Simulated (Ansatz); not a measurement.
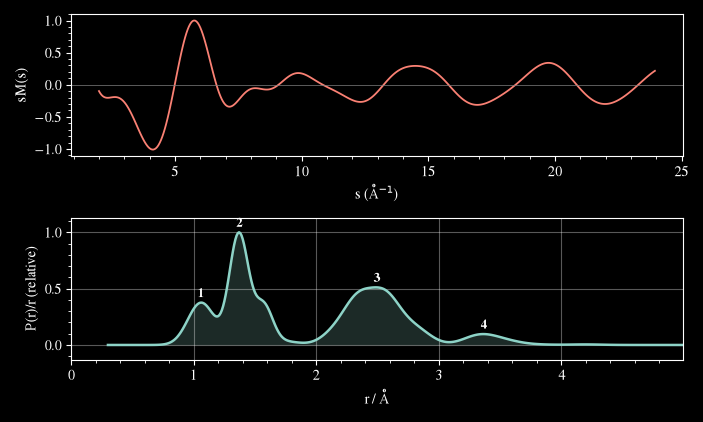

Simulated gas electron diffraction: reduced molecular intensity sM(s) from the Debye equation in the first Born approximation (top) and the radial distribution curve (bottom) of CH₅BFN. Each pair of atoms contributes with weight ZᵢZⱼ/r; damping constant 0.0015 Å²; vibrational amplitudes assumed, not computed: 0.05 Å for bonds, 0.078 Å for bonds to H, 0.06 + 0.015 r up to 0.15 Å for other pairs. The geometry is the end point of an optimisation (RKS PBE0-D4/def2-SVP (Ansatz 0.2.0)); it may be a saddle point or a higher isomer.

Q: Assign the numbered peaks of the radial distribution curve (– bonded, ··· not bonded).

A: Peak 1, 1.06 Å: N–H 1.01 Å (×2), C–H 1.10 Å (×3), not resolved
Peak 2, 1.37 Å: F–B 1.35 Å, N–B 1.40 Å, not resolved; in its flanks C–B 1.57 Å
Peak 3, 2.49 Å: F···N 2.34 Å, F···C 2.51 Å, N···C 2.63 Å, not resolved; in its flanks B···H 2.12–2.21 Å, F···H 2.81 Å
Peak 4, 3.36 Å: F···H 3.28–3.45 Å (×2), N···H 3.34 Å (×2), C···H 3.55 Å, not resolved
